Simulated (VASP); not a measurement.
Band structure of TiGe$_{2}$ (space group Fddd). Calculation: PBEsol GGA, VASP's PBE PAW potentials (set 64) (plane waves; VASP 6.6.1).

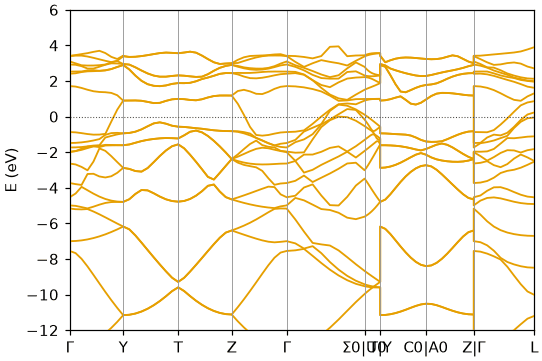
Figure. Bands along high-symmetry lines, zero at the valence-band maximum or, without a gap, the Fermi level

Read the plot: is there a gap, and where are the band edges?

It has no gap at this level: it comes out as a metal or semimetal. (Edges off the drawn lines would not show.)

The structure comes from a measured TiGe2 entry (Fddd) of the Crystallography Open Database, whose conditions weren't checked. It was relaxed first.
